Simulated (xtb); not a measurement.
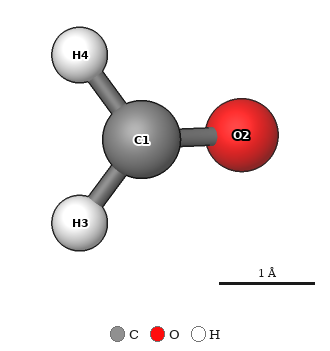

The input geometry (ball-and-stick view, seen at a tilt; atoms are numbered from 1 in the order of the input).

## Run report: CH2O, geometry relaxation (part 1 of 2)

System: CH2O, multiplicity 3, SMILES [CH2][O].
Method: GFN1-xTB (xtb 6.7.1 later snapshot).

The geometry comes from this level: GFN2-xTB.

## Log
```
* xtb version 6.7.1
   ID    Z sym.   atoms
    1    6 C      1
    2    8 O      2
    3    1 H      3, 4

           -------------------------------------------------
          |                Calculation Setup                |
           -------------------------------------------------

          program call               : xtb start.xyz --opt vtight --gfn 1 -u 2
          coordinate file            : start.xyz
          omp threads                :                     1

           -------------------------------------------------
          |                 G F N 1 - x T B                 |
           -------------------------------------------------

      * Hamiltonian:
        H0-scaling (s, p, d)           1.850000    2.250000    2.000000
        zeta-weighting                 0.000000
      * Dispersion:
        s8                             2.400000
        a1                             0.630000
        a2                             5.000000
        s9                             0.000000
      * Repulsion:
        kExp                           1.500000
        rExp                           1.000000
      * Coulomb:
        alpha                          2.000000
        third order                    atomic
        anisotropic                    false
      * Halogen bond correction:
        rad-scale                      1.300000
        damping                        0.440000

          ...................................................
          :                      SETUP                      :
          :.................................................:
          :  # basis functions                  12          :
          :  # atomic orbitals                  12          :
          :  # shells                            8          :
          :  # electrons                        12          :
          :  # halogen bonds                     0          :
          :  max. iterations                   250          :
          :  Hamiltonian                  GFN1-xTB          :
          :  restarted?                      false          :
          :  GBSA solvation                  false          :
          :  PC potential                    false          :
          :  electronic temp.          300.0000000     K    :
          :  accuracy                    1.0000000          :
          :  -> integral cutoff          0.2500000E+02      :
          :  -> integral neglect         0.1000000E-07      :
          :  -> SCF convergence          0.1000000E-05 Eh   :
          :  -> wf. convergence          0.2000000E-04 e    :
          :  Broyden damping             0.4000000          :
          :  net charge                          0          :
          :  unpaired electrons                  2          :
          ...................................................

 iter      E             dE          RMSdq      gap      omega  full diag
   1     -7.7336075 -0.773361E+01  0.693E+00    4.76       0.0  T
   2     -7.7463159 -0.127085E-01  0.436E+00    4.78       1.0  T
   3     -7.7424445  0.387145E-02  0.183E+00    5.16       1.0  T
   4     -7.7501505 -0.770601E-02  0.156E-01    5.06       1.0  T
   5     -7.7502003 -0.498617E-04  0.194E-02    5.01       2.6  T
   6     -7.7502013 -0.983256E-06  0.318E-04    5.01     157.3  T
   7     -7.7502013 -0.292033E-10  0.763E-05    5.01     655.7  T
   8     -7.7502013 -0.138796E-10  0.155E-07    5.01  100000.0  T

   *** convergence criteria satisfied after 8 iterations ***

         #    Occupation            Energy/Eh            Energy/eV
      -------------------------------------------------------------
         1        2.0000           -0.7900186             -21.4975
         2        2.0000           -0.6570416             -17.8790
         3        2.0000           -0.6055200             -16.4770
         4        2.0000           -0.5881636             -16.0047
         5        2.0000           -0.5601861             -15.2434
         6        1.0000           -0.4662322             -12.6868
         7        1.0000           -0.3363877              -9.1536 (HOMO)
         8                         -0.1521132              -4.1392 (LUMO)
         9                         -0.1056874              -2.8759
        10                          0.2387999               6.4981
        11                          0.3100799               8.4377
        12                          0.4000435              10.8857
      -------------------------------------------------------------
                  HL-Gap            0.1842745 Eh            5.0144 eV
             Fermi-level           -0.3787298 Eh          -10.3058 eV

 transition dipole moment (au) for excitation:           6           7
     X       Y       Z
   0.0551  -0.0925   0.0277  total (au/Debye):    0.111   0.283
 dE (eV)             :    3.533
 oscillator strength :  0.15135E-02

 SCC (total)                   0 d,  0 h,  0 min,  0.002 sec
 SCC setup                      ...        0 min,  0.000 sec (  3.126%)
 Dispersion                     ...        0 min,  0.000 sec (  1.530%)
 classical contributions        ...        0 min,  0.000 sec (  0.301%)
 integral evaluation            ...        0 min,  0.000 sec ( 14.079%)
 iterations                     ...        0 min,  0.001 sec ( 39.650%)
 molecular gradient             ...        0 min,  0.000 sec ( 19.450%)
 printout                       ...        0 min,  0.000 sec ( 21.287%)

         :::::::::::::::::::::::::::::::::::::::::::::::::::::
         ::                     SUMMARY                     ::
         :::::::::::::::::::::::::::::::::::::::::::::::::::::
         :: total energy              -7.696837779649 Eh    ::
         :: gradient norm              0.013097703066 Eh/a0 ::
         :: HOMO-LUMO gap              5.014364928169 eV    ::
         ::.................................................::
         :: SCC energy                -7.750201325193 Eh    ::
         :: -> electrostatic           0.033561768926 Eh    ::
         :: repulsion energy           0.053777946104 Eh    ::
         :: dispersion energy         -0.000414400560 Eh    ::
         :: halogen bond corr.         0.000000000000 Eh    ::
         :: add. restraining           0.000000000000 Eh    ::
         :: total charge               0.000000000000 e     ::
         :::::::::::::::::::::::::::::::::::::::::::::::::::::

      -----------------------------------------------------------
     |                   =====================                   |
     |                        A N C O P T                        |
     |                   =====================                   |
     |               Approximate Normal Coordinate               |
     |                Rational Function Optimizer                |
      -----------------------------------------------------------

          ...................................................
          :                      SETUP                      :
          :.................................................:
          :   optimization level         verytight          :
          :   max. optcycles                   200          :
          :   ANC micro-cycles                  20          :
          :   degrees of freedom                 6          :
          :.................................................:
          :   RF solver                   davidson          :
          :   write xtbopt.log                true          :
          :   linear?                        false          :
          :   energy convergence         0.1000000E-06 Eh   :
          :   grad. convergence          0.2000000E-03 Eh/α :
          :   maximum RF displ.          1.0000000          :
          :   Hlow (freq-cutoff)         0.1000000E-01      :
          :   Hmax (freq-cutoff)         5.0000000          :
          :   S6 in model hess.         20.0000000          :
          ...................................................

generating ANC from exact Hessian ...
Using Lindh-Hessian (1995)
 Shifting diagonal of input Hessian by    0.0000000000000000
 Lowest  eigenvalues of input Hessian
    0.000000    0.000000    0.000000    0.000000    0.000000    0.000000
    0.078397    0.182899    0.195384    0.593897    1.063130    1.803063
 Highest eigenvalues
    0.078397    0.182899    0.195384    0.593897    1.063130    1.803063

........................................................................
.............................. CYCLE    1 ..............................
........................................................................

 iter      E             dE          RMSdq      gap      omega  full diag
   1     -7.7502013 -0.775020E+01  0.417E-08    5.01       0.0  T
   2     -7.7502013  0.177636E-14  0.172E-08    5.01  100000.0  T
   3     -7.7502013  0.621725E-14  0.422E-09    5.01  100000.0  T
     SCC iter.                  ...        0 min,  0.000 sec
     gradient                   ...        0 min,  0.000 sec
 * total energy  :    -7.6968378 Eh     change        0.0000000E+00 Eh
   gradient norm :     0.0130977 Eh/α   predicted     0.0000000E+00 (   0.00%)
   displ. norm   :     0.0999678 α      lambda       -0.9415975E-03
   maximum displ.:     0.0972020 α      in ANC's #1, #2, #4, ...

........................................................................
.............................. CYCLE    2 ..............................
........................................................................

 iter      E             dE          RMSdq      gap      omega  full diag
   1     -7.7495678 -0.774957E+01  0.175E-01    5.18       0.0  T
   2     -7.7495875 -0.196379E-04  0.718E-02    5.18       1.0  T
   3     -7.7495919 -0.446245E-05  0.606E-02    5.18       1.0  T
   4     -7.7495957 -0.380495E-05  0.150E-03    5.18      33.3  T
   5     -7.7495957 -0.468890E-08  0.112E-05    5.18    4484.2  T
   6     -7.7495957 -0.367706E-12  0.934E-07    5.18   53550.7  T
     SCC iter.                  ...        0 min,  0.000 sec
     gradient                   ...        0 min,  0.000 sec
 * total energy  :    -7.6973897 Eh     change       -0.5519224E-03 Eh
   gradient norm :     0.0098366 Eh/α   predicted    -0.4755043E-03 ( -13.85%)
   displ. norm   :     0.0155788 α      lambda       -0.8835500E-04
   maximum displ.:     0.0103053 α      in ANC's #1, #4, #2, ...

........................................................................
.............................. CYCLE    3 ..............................
........................................................................

 iter      E             dE          RMSdq      gap      omega  full diag
   1     -7.7491654 -0.774917E+01  0.438E-02    5.19       0.0  T
   2     -7.7491667 -0.126683E-05  0.151E-02    5.19       3.3  T
   3     -7.7491669 -0.248643E-06  0.148E-02    5.19       3.4  T
   4     -7.7491672 -0.230058E-06  0.110E-03    5.19      45.4  T
   5     -7.7491672 -0.154943E-08  0.295E-06    5.19   16972.9  T
   6     -7.7491672 -0.177636E-13  0.361E-07    5.19  100000.0  T
     SCC iter.                  ...        0 min,  0.000 sec
     gradient                   ...        0 min,  0.000 sec
 * total energy  :    -7.6974438 Eh     change       -0.5406879E-04 Eh
   gradient norm :     0.0036226 Eh/α   predicted    -0.4418753E-04 ( -18.28%)
   displ. norm   :     0.0055440 α      lambda       -0.1470781E-04
   maximum displ.:     0.0035489 α      in ANC's #1, #6, #4, ...

........................................................................
.............................. CYCLE    4 ..............................
........................................................................

 iter      E             dE          RMSdq      gap      omega  full diag
   1     -7.7491103 -0.774911E+01  0.759E-03    5.17       0.0  T
   2     -7.7491103 -0.447325E-07  0.299E-03    5.17      16.7  T
   3     -7.7491103 -0.230191E-08  0.214E-03    5.17      23.4  T
   4     -7.7491103 -0.472201E-08  0.576E-04    5.17      86.9  T
   5     -7.7491103 -0.149112E-09  0.454E-07    5.17  100000.0  T
   6     -7.7491103  0.106581E-13  0.108E-07    5.17  100000.0  T
     SCC iter.                  ...        0 min,  0.000 sec
     gradient                   ...        0 min,  0.000 sec
 * total energy  :    -7.6974516 Eh     change       -0.7854359E-05 Eh
   gradient norm :     0.0003870 Eh/α   predicted    -0.7353010E-05 (  -6.38%)
   displ. norm   :     0.0032817 α      lambda       -0.8053680E-06
   maximum displ.:     0.0028721 α      in ANC's #2, #1, #4, ...

........................................................................
.............................. CYCLE    5 ..............................
........................................................................
```
